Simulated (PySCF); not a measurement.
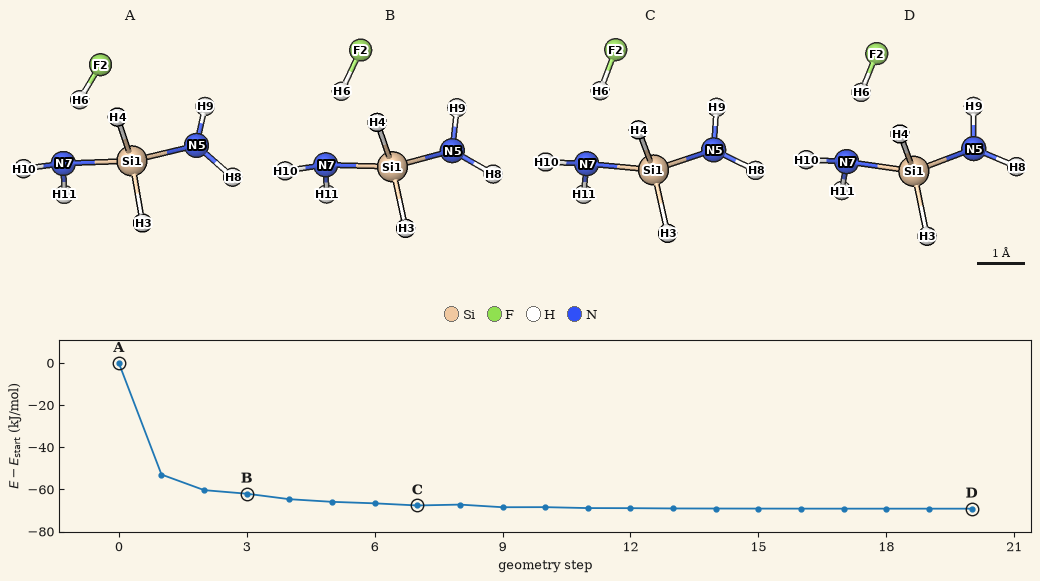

Frames of a relaxation of SiN$_{2}$H$_{7}$F (started from a transition state, displaced along its imaginary mode), marked on the history of the run. The picture is a ball-and-stick view, seen at a tilt.

These are results of RKS PBE0-D4/def2-TZVP, density fitting (PySCF), not measurements. 

Describe the path.

Answer. Over 20 geometry steps the energy falls by 69.1 kJ/mol. F2 moves most after the best rigid fit: 0.71 Å. By element the largest moves are F 0.71 Å, H 0.43 Å, Si 0.25 Å, N 0.16 Å. Near-neighbour distances that change, for instance: Si1–F2 2.489 → 3.312 Å, Si1–H6 2.141 → 2.621 Å, H6–N7 1.443 → 1.667 Å, F2–H6 0.881 → 0.963 Å. Bond angles that change, for instance: H3–Si1–N7 108.3° → 114.9°, N5–Si1–N7 112.4° → 106.0°, Si1–N5–H9 126.1° → 120.4°. Cost: 4 min on 4 threads of Arm Neoverse V1, with other jobs on the host. From step 0 to 3: F2 moves most (0.38 Å), energy −62.0 kJ/mol. From step 3 to 7: F2 moves most (0.28 Å), energy −5.58 kJ/mol. From step 7 to 20: F2 moves most (0.19 Å), energy −1.52 kJ/mol.

```csv
step,"E − E(0), kJ/mol"
0,0.00
1,-52.92
2,-60.31
3,-62.01
4,-64.61
5,-65.86
6,-66.57
7,-67.59
8,-67.17
9,-68.42
10,-68.39
11,-68.83
12,-68.87
13,-69.00
14,-69.04
15,-69.07
16,-69.09
17,-69.10
18,-69.11
19,-69.11
20,-69.11
```
